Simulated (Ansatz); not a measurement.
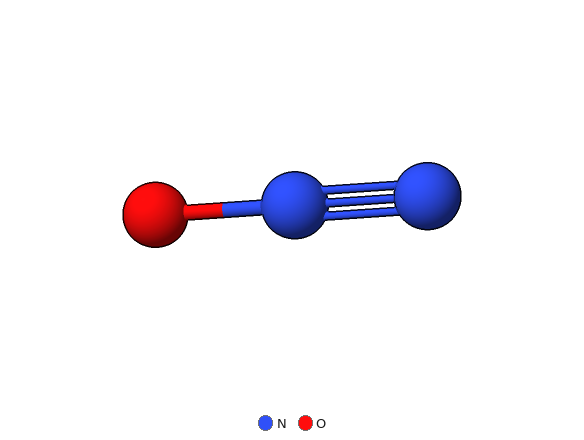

The picture shows a molecular structure as a ball-and-stick model. Multiple sticks mark multiple bonds (one Kekulé form).

The computed structure is the end point of a PBE0-D4/def2-TZVP optimisation.

> Which formula does it have?

N2O, 3 atoms: 2 nitrogen and 1 oxygen.

> Count the bonded pairs by element.

1 N–N, 1 N–O.

The parts below concern this one geometry. Atoms keep their numbers from picture to picture.

### Geometry

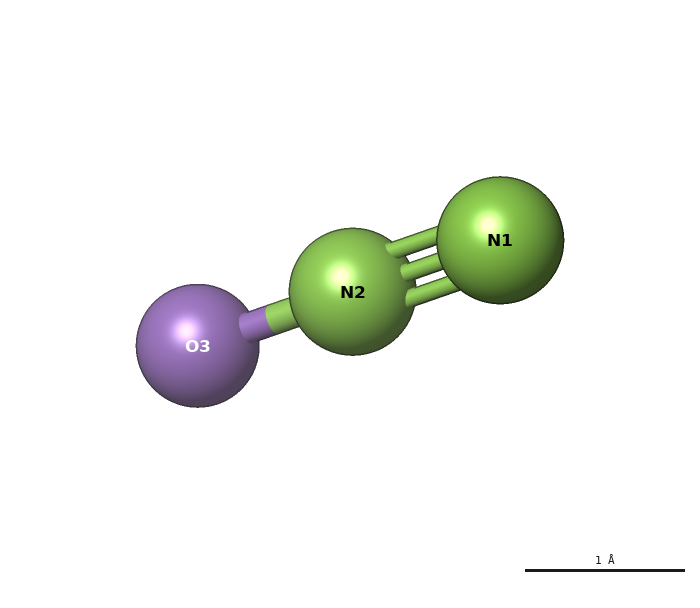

Numbered structure.

> How are the neighbours of atom 2 arranged?

N2 has 2 neighbours (N1 at 1.12, O3 at 1.17 Å); the arrangement is linear.

### Electronic properties

Level of theory: RKS CAM-B3LYP-D4/def2-TZVPP (Ansatz 0.2.0).

> Give the HOMO–LUMO gap at this level.

12.20 eV.

> What is the HOMO energy (Kohn–Sham orbital)?

−11.24 eV.

### Vibrations

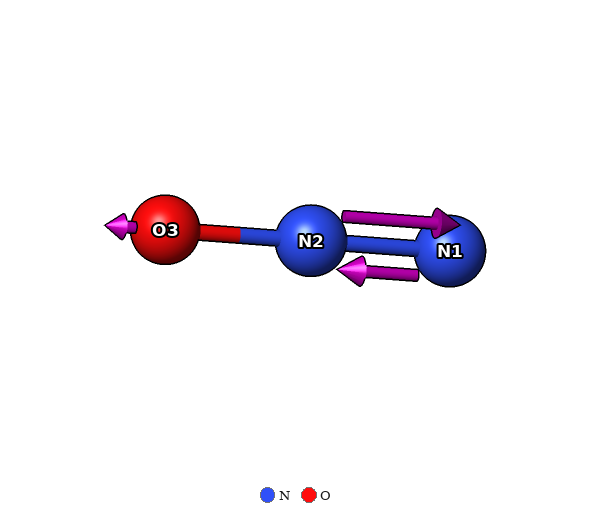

The arrows show one normal mode. Harmonic vibrations computed with RKS PBE0-D4/def2-TZVP (Ansatz 0.2.0) at a stationary point of the same level.

> Estimate its harmonic wavenumber.

2409 cm⁻¹; it is mode 4 of 4 counted from the lowest.

### Charges

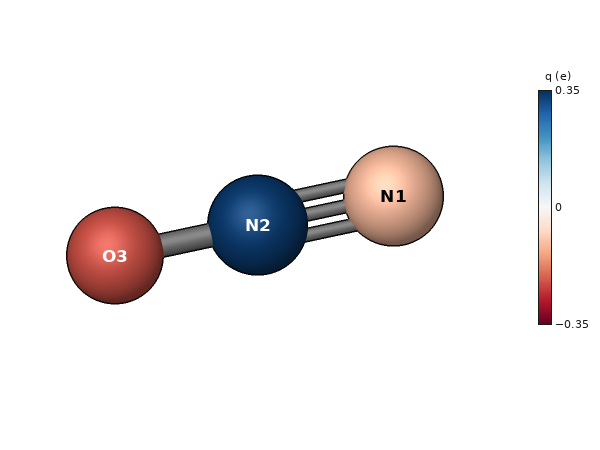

Atoms are coloured by their Mulliken charges. Properties computed with RKS PBE-D4/def2-TZVPP (Ansatz 0.2.0).

Give the Mulliken charges atom by atom.

```tsv
atom	value (e)
N1	−0.11
N2	0.33
O3	−0.22
```

Mulliken values depend strongly on the basis set and can even reverse the polarity of a bond.
